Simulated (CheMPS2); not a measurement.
# NH3S (Thiohydroxylamine) at DMRG/ANO-RCC-MB

What is the vertical ionisation energy of NH3S (Thiohydroxylamine) at DMRG/ANO-RCC-MB? 

Program for the calculation: CheMPS2 1.8.12.

2 further runs of the same task are left out: 2 set aside as unsound or not needed.

### 1 The system as given

NH3S: 5 atoms, total charge 0, spin state singlet. As SMILES, `NS`. Geometry: relaxed at GFN2-xTB. This is one conformer, not always the lowest.

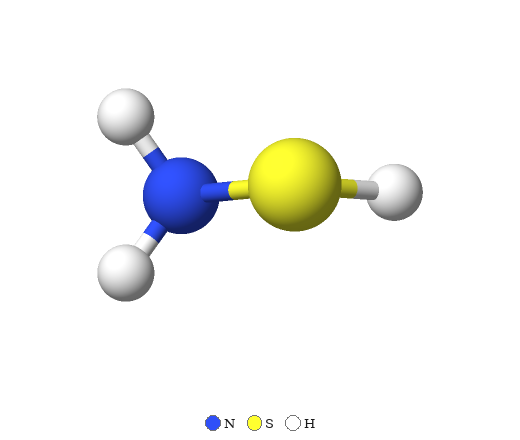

Viewed from a chosen angle; nitrogen blue, sulfur yellow, hydrogen white.

### 2 A single-point energy at DMRG/ANO-RCC-MB

The input, integrals.py:

```python
from pyscf import ao2mo, cc, dft, gto, mcscf, mp, scf
from pyscf.tools import fcidump

geom = [
    ("N", (-0.162760, -0.507400, -0.231700)),
    ("S", (0.168270, 0.954370, 0.610330)),
    ("H", (0.015040, -1.300690, 0.375430)),
    ("H", (-1.135990, -0.524720, -0.519210)),
    ("H", (1.115440, 1.378440, -0.234860)),
]
mol = gto.M(
    atom=geom,
    basis="ano-rcc-mb",
    spin=0,
    verbose=4,
)
print("basis functions                = %d" % (mol.nao))
mf = scf.RHF(mol)
mf.conv_tol = 1e-10
mf.max_cycle = 200
mf.kernel()
if not mf.converged:
    mf = mf.newton().run(mf.mo_coeff, mf.mo_occ)
print("E(HF)                          = %.10f" % (mf.e_tot))
ref = mf
pt = mp.MP2(ref, frozen=6).run()
mycc = cc.CCSD(ref, frozen=6)
mycc.max_cycle = 150
mycc.kernel()
print("E(MP2)                         = %.10f" % (pt.e_tot))
if mycc.converged:
    print(f"E(CCSD)                        = {mycc.e_tot:.10f}")
    print(f"CCSD(T) total energy           = {mycc.e_tot + mycc.ccsd_t():.10f}")
    print(f"T1                             = {mycc.get_t1_diagnostic():.4f}")
ks = dft.RKS(mol, xc="bhandhlyp").set(conv_tol=1e-9, verbose=3).run()
if ks.converged:
    print(f"E(BHLYP)                       = {ks.e_tot:.8f}")
ks = dft.RKS(mol, xc="wb97x").set(conv_tol=1e-9, verbose=3).run()
if ks.converged:
    print(f"E(wB97X)                       = {ks.e_tot:.8f}")
ks = dft.RKS(mol, xc="m062x").set(conv_tol=1e-9, verbose=3).run()
if ks.converged:
    print(f"E(M06-2X)                      = {ks.e_tot:.8f}")
ks = dft.RKS(mol, xc="tpss").set(conv_tol=1e-9, verbose=3).run()
if ks.converged:
    print("E(TPSS)                        = %.8f" % (ks.e_tot))
ks = dft.RKS(mol, xc="r2scan").set(conv_tol=1e-9, verbose=3).run()
if ks.converged:
    print("E(r2SCAN)                      = %.8f" % (ks.e_tot))
occ_no, mo = mcscf.addons.make_natural_orbitals(mp.MP2(mf, frozen=6).run())
mf.mo_coeff = mo
cas = mcscf.CASCI(mf, 11, 14)
h1, ecore = cas.get_h1eff()
fcidump.from_integrals("FCIDUMP", h1, cas.get_h2eff(), 11, 14, nuc=ecore, ms=0)
ci = mcscf.CASCI(mf, 11, (7, 7))
ci.fix_spin_(ss=0)
ci.fcisolver.conv_tol = 1e-10
ci.fcisolver.max_cycle = 200
ci.kernel()
print("FCI energy                     = %.10f" % (ci.e_tot))
```

The input, dmrg.input:

```
FCIDUMP = FCIDUMP
GROUP = 0
MULTIPLICITY = 1
NELECTRONS = 14
IRREP = 0
EXCITATION = 0
SWEEP_STATES = 25, 50, 100, 100
SWEEP_ENERGY_CONV = 1e-05, 1e-05, 1e-05, 1e-07
SWEEP_MAX_SWEEPS = 4, 4, 4, 6
SWEEP_NOISE_PREFAC = 0.05, 0.05, 0.005, 0.0
SWEEP_DVDSON_RTOL = 1e-04, 1e-04, 1e-04, 1e-05
NOCC = 0
NACT = 11
NVIR = 0
MOLCAS_FIEDLER = TRUE
PRINT_CORR = TRUE
TMP_FOLDER = .
```

On the command line:

```bash
python integrals.py && chemps2 --file=dmrg.input
```

Output:

```text
$ python integrals.py

[... 103 lines left out ...]
CCSD(T) total energy           = -453.3572290538
[... 85 lines left out ...]
CASCI converged
[... 93 lines left out ...]
***     Maximum discarded weight = 9.0820852195459e-05
[... 28 lines left out ...]
***     Minimum energy           = -453.356809358763
[... 28 lines left out ...]
***     Minimum energy           = -453.357361587095
[... 23 lines left out ...]
***     Maximum discarded weight = 1.4847274291476e-05
[... 28 lines left out ...]
***     Maximum discarded weight = 1.51119932901779e-06
[... 28 lines left out ...]
***     Minimum energy           = -453.357506455285
[... 30 lines left out ...]
***     Maximum discarded weight during the last sweep     = 2.15957654498303e-06
[... 89 lines left out ...]
   Columns 9 to 11

    0.000233    0.000041    0.000040
    0.000029    0.000268    0.000286
    0.000253    0.001051    0.001113
[... 7 lines of this table left out ...]
    0.003626    0.008989   -0.000131

--------------------------------------------------------
Two-orbital mutual information = 0.5 * ( s1(i) + s1(j) - s2(i,j) ) * ( 1 - delta(i,j) )
Hamiltonian index order is used!

   Columns 1 to 8

    0           0.000291    0.000139    0.000413    0.000231    0.000338    0.000867    0.001880
    0.000291    0           0.000158    0.001471    0.000894    0.000041    0.001707    0.005523
    0.000139    0.000158    0           0.000385    0.000796    0.001484    0.003789    0.007633
[... 7 lines of this table left out ...]
    0.000875    0.001497    0.002570    0.029183    0.023642    0.009084    0.003821    0.004957

   Columns 9 to 11

    0.000674    0.000662    0.000875
    0.000035    0.001494    0.001497
    0.004206    0.003580    0.002570
[... 7 lines of this table left out ...]
    0.007432    0.024850    0

--------------------------------------------------------
```

Wall time 27 s (1 thread of Arm Neoverse V1, shared host); peak memory 0.19 GiB.

### 3 The doublet cation: a single-point energy at DMRG/ANO-RCC-MB

The input, integrals.py:

```python
from pyscf import ao2mo, cc, dft, gto, mcscf, mp, scf
from pyscf.tools import fcidump

geom = "mol.xyz"
mol = gto.M(
    atom=geom,
    basis="ano-rcc-mb",
    charge=1,
    spin=1,
    verbose=3,
    max_memory=2000,
)
print("nao = %d" % (mol.nao))
mf = scf.ROHF(mol)
mf.conv_tol = 1e-10
mf.max_cycle = 200
mf.kernel()
if not mf.converged:
    mf = mf.newton().run(mf.mo_coeff, mf.mo_occ)
print("E(SCF) = %.10f" % (mf.e_tot))
# single-reference ladder for comparison
ref = scf.UHF(mol).run(mf.make_rdm1(), conv_tol=1e-10)
pt = mp.MP2(ref, frozen=6).run()
mycc = cc.CCSD(ref, frozen=6)
mycc.max_cycle = 150
mycc.kernel()
print("E(MP2) = %.10f" % (pt.e_tot))
if mycc.converged:
    print("CCSD total energy = %.10f" % (mycc.e_tot))
    print("CCSD(T) total energy = %.10f" % (mycc.e_tot + mycc.ccsd_t()))
# a few density functionals on the same geometry and basis
ks = dft.UKS(mol, xc="bhandhlyp").set(conv_tol=1e-9, verbose=3).run(mf.make_rdm1())
if ks.converged:
    print("E(BHLYP) = %.8f" % (ks.e_tot))
ks = dft.UKS(mol, xc="wb97x").set(conv_tol=1e-9, verbose=3).run(mf.make_rdm1())
if ks.converged:
    print("E(wB97X) = %.8f" % (ks.e_tot))
ks = dft.UKS(mol, xc="m062x").set(conv_tol=1e-9, verbose=3).run(mf.make_rdm1())
if ks.converged:
    print("E(M06-2X) = %.8f" % (ks.e_tot))
ks = dft.UKS(mol, xc="tpss").set(conv_tol=1e-9, verbose=3).run(mf.make_rdm1())
if ks.converged:
    print("E(TPSS) = %.8f" % (ks.e_tot))
ks = dft.UKS(mol, xc="r2scan").set(conv_tol=1e-9, verbose=3).run(mf.make_rdm1())
if ks.converged:
    print(f"E(r2SCAN) = {ks.e_tot:.8f}")
# rotate to MP2 natural orbitals
occ_no, mo = mcscf.addons.make_natural_orbitals(mp.MP2(mf.to_uhf(), frozen=6).run())
mf.mo_coeff = mo
# write the integrals of the correlated orbitals
cas = mcscf.CASCI(mf, 11, 13)
h1, ecore = cas.get_h1eff()
fcidump.from_integrals("FCIDUMP", h1, cas.get_h2eff(), 11, 13, nuc=ecore, ms=1)
# exact diagonalisation in the same space
ci = mcscf.CASCI(mf, 11, (7, 6))
ci.fix_spin_(ss=0.75)
ci.fcisolver.conv_tol = 1e-10
ci.fcisolver.max_cycle = 200
ci.kernel()
print(f"exact diagonalisation = {ci.e_tot:.10f}")
```

The input, dmrg.input:

```
FCIDUMP = FCIDUMP
GROUP = 0
MULTIPLICITY = 2
NELECTRONS = 13
IRREP = 0
EXCITATION = 0
SWEEP_STATES = 25, 50, 75, 100, 100
SWEEP_ENERGY_CONV = 1e-04, 1e-04, 1e-04, 1e-04, 1e-06
SWEEP_MAX_SWEEPS = 2, 2, 4, 3, 6
SWEEP_NOISE_PREFAC = 0.5, 0.05, 0.05, 0.005, 0.0
SWEEP_DVDSON_RTOL = 3e-05, 3e-05, 3e-05, 3e-05, 3e-06
NOCC = 0
NACT = 11
NVIR = 0
MOLCAS_FIEDLER = FALSE
PRINT_CORR = TRUE
TMP_FOLDER = .
```

On the command line:

```bash
python integrals.py && chemps2 --file=dmrg.input
```

Output:

```text
$ python integrals.py
nao = 17
converged SCF energy = -452.905848764208
E(SCF) = -452.9058487642
converged SCF energy = -452.908242883125  <S^2> = 0.76142539  2S+1 = 2.0113929
E(UMP2) = -452.978529232619  E_corr = -0.070286349494568
E(SCS-UMP2) = -452.984445415892  E_corr = -0.0762025327672423
E(UCCSD) = -453.0026918449339  E_corr = -0.09444896180918967
E(MP2) = -452.9785292326
CCSD total energy = -453.0026918449
UCCSD(T) correction = -0.000858259249803124
CCSD(T) total energy = -453.0035501042
converged SCF energy = -453.872483685321  <S^2> = 0.75578651  2S+1 = 2.0057782
E(BHLYP) = -453.87248369
converged SCF energy = -453.890275302641  <S^2> = 0.7544448  2S+1 = 2.0044399
E(wB97X) = -453.89027530
converged SCF energy = -453.874177616439  <S^2> = 0.75398674  2S+1 = 2.0039828
E(M06-2X) = -453.87417762

WARN: HOMO -0.545943122665243 >= LUMO -0.545078941764969

[... 8 lines left out ...]
WARN: HOMO -0.535915285040985 >= LUMO -0.542744164458926
[... 7 lines left out ...]
SCF not converged.
[... 4 lines left out ...]
WARN: HOMO -0.545627583494779 >= LUMO -0.545081350251153
[... 95 lines left out ...]
***     Maximum discarded weight = 0.00034192830471843
[... 28 lines left out ...]
***     Maximum discarded weight = 0.000182525576208842
[... 29 lines left out ...]
***     Maximum discarded weight = 8.18741381368991e-05
[... 29 lines left out ...]
***     Maximum discarded weight during the last sweep     = 0.000117347147627518
[... 27 lines left out ...]
***     Minimum energy           = -453.003802307613
[... 30 lines left out ...]
***     Maximum discarded weight during the last sweep     = 5.59303305099794e-05
[... 89 lines left out ...]
   Columns 9 to 11

    0.000256    0.000025    0.000042
    0.000077    0.000554    0.000567
    0.001889    0.002787    0.004443
[... 7 lines of this table left out ...]
    0.003643    0.006838   -0.000123

--------------------------------------------------------
Two-orbital mutual information = 0.5 * ( s1(i) + s1(j) - s2(i,j) ) * ( 1 - delta(i,j) )
Hamiltonian index order is used!

   Columns 1 to 8

    0           0.000606    0.000089    0.000402    0.000405    0.001141    0.000075    0.003475
    0.000606    0           0.000704    0.003752    0.000139    0.002704    0.004363    0.007429
    0.000089    0.000704    0           0.000597    0.011565    0.005152    0.002049    0.004370
[... 7 lines of this table left out ...]
    0.000678    0.002046    0.017383    0.013175    0.008727    0.003874    0.002443    0.002572

   Columns 9 to 11

    0.000741    0.000596    0.000678
    0.000105    0.002743    0.002046
    0.010044    0.009323    0.017383
[... 7 lines of this table left out ...]
    0.007311    0.019018    0

--------------------------------------------------------
```

It took 49 s on 1 thread of Arm Neoverse V1, shared host; peak memory 0.2 GiB.

### 4 Summary of results

At DMRG/ANO-RCC-MB, 6 core orbitals frozen:

| quantity | value |
| --- | --- |
| run 1, DMRG/ANO-RCC-MB: total energy | -453.35751 Eh |
| run 1, DMRG/ANO-RCC-MB: T1 diagnostic of the CCSD step | 0.008 |
| doublet cation: total energy | -453.00380 Eh |
| vertical ionisation energy (to the doublet cation) | 9.625 eV |

Removing an electron at fixed nuclei costs 9.62 eV (222 kcal/mol). In a minimal basis such a difference can be off by several eV, whatever the method. The basis (run 1, DMRG/ANO-RCC-MB) was made for a relativistic Hamiltonian, but the run is non-relativistic. The basis (doublet cation) was made for a relativistic Hamiltonian, but the run is non-relativistic.
